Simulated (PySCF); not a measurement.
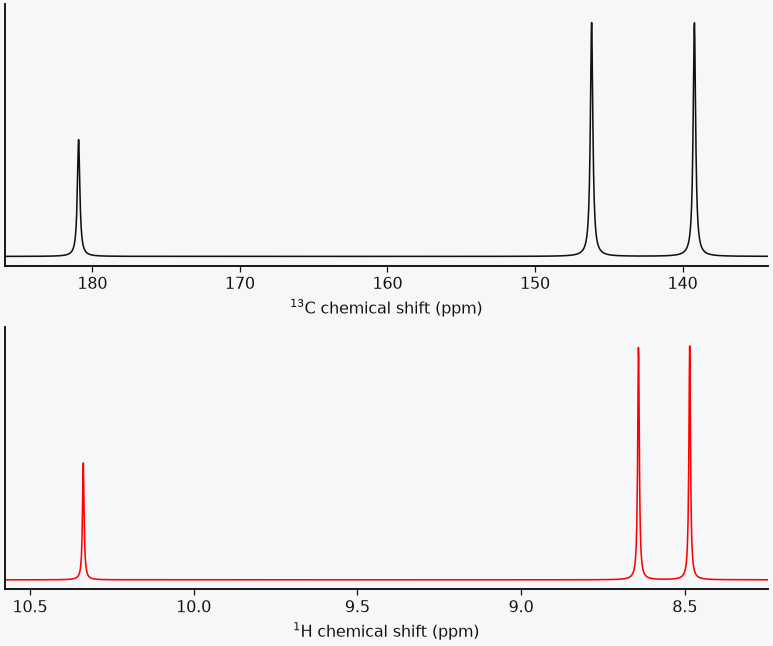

GIAO shifts, PBE0/pcSseg-1, PySCF 2.14.0, at a GFN2-xTB geometry (no frequency check), against TMS for ¹³C and TMS for ¹H computed at the same level. Gas phase, fully decoupled, line heights follow the number of nuclei, widths are arbitrary (no quadrupolar broadening); values of one conformer, averaged over methyl-type rotors and exact or near symmetry. Protons on N, O or S are those of the isolated molecule, without hydrogen bonds to neighbours or exchange.

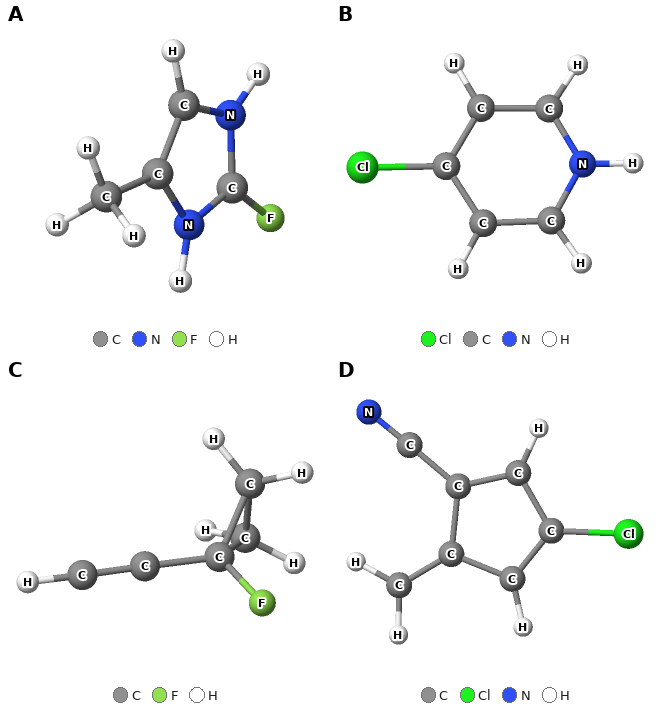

Which structure fits the spectrum? Choose among the lettered structures. Charge and spin: A +1 singlet; B +1 singlet; C neutral singlet; D neutral singlet.

Structure B, C₅H₅ClN⁺, SMILES Clc1cc[nH+]cc1. Its ¹³C signals: 180.9 (1 C), 146.2 (2 C), 139.2 (2 C) ppm. Its ¹H signals: 10.34 (1 H), 8.64 (2 H), 8.49 (2 H) ppm.

Note: the tight-binding geometry is rougher than a DFT one and adds to the error.
